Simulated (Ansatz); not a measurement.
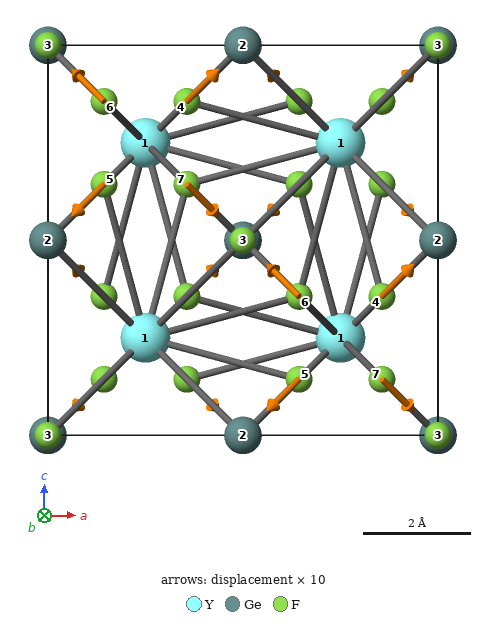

A relaxation of solid YGeF5 (a generated structure, set up in F-43m) (coarse preliminary run). The starting structure is drawn; orange arrows show the displacements (the part carried along by the change of the cell is left out), magnified 10 times.

Style: ball-and-stick. Shown: the conventional cell (4 times the calculation's cell), along the b axis. Lengths and directions refer to the drawn axes.

Level of theory: Ansatz 0.2.0, DFT PBE, scalar-relativistic, plane waves, PAW. (plane-wave cutoff 420 eV; k-point mesh 4 × 4 × 4; occupations gaussian; smearing width 0.1 eV; no spin polarisation; cell and atoms relaxed; force threshold 0.04 eV/Å; at most 70 steps)

Atoms of which element are displaced furthest, and by how much?

Answer. Fluorine: up to 0.11 Å, against 0.00 Å for germanium.

What happened in the run?

Answer. After 5 accepted moves (7 points after the start) the energy has fallen by 92.8 meV per atom. The largest force component goes from 0.91 to 0.0012 eV/Å. The pressure goes from 8.93 to 0.08 GPa. The SCF was repeated twice at an unchanged geometry on a basis and grid sized afresh for the cell, which shifted the energy by 14.5 meV per atom at most. The largest moves relative to the cell, 0.11 Å, are those of F4, F5, F6 and F7. F4 goes along [1 −1 1]. Ge and Y stay in place. Cell: a = b = c 7.300 → 7.704 Å (+5.5 %). Volume +17.6 %. Near-neighbour distances that change, for instance: Y1–Ge2 3.161 → 3.336 Å, Y1–F3 3.161 → 3.336 Å, Y1–F4 3.077 → 3.222 Å, Ge2–F4 1.818 → 1.812 Å. The space group stays F-43m (No. 216). Cost: 24 s on 1 thread of Intel(R) Xeon(R) Platinum 8375C CPU @ 2.90GHz (Ice Lake), on a shared host, peak memory 0.44 GiB.
